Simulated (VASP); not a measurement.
Shape and ions are relaxed at each volume.

Energy against volume of MnS (rock salt, AFM-II order). These are PBE GGA, VASP's PBE PAW potentials (set 64) (plane waves; VASP) values and carry that method's errors.

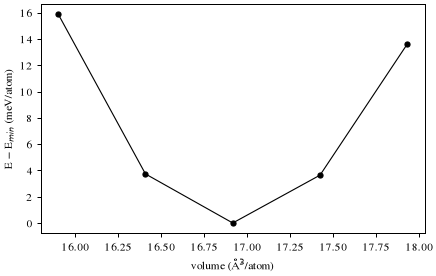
Figure: Energy against volume

### Question
Estimate the equilibrium volume and the bulk modulus.

### Answer
The minimum lies near 16.9 Å³/atom, and the curvature gives B0 of about 77 GPa.

The compound is MnS in the rock salt, AFM-II order structure. It was relaxed first.
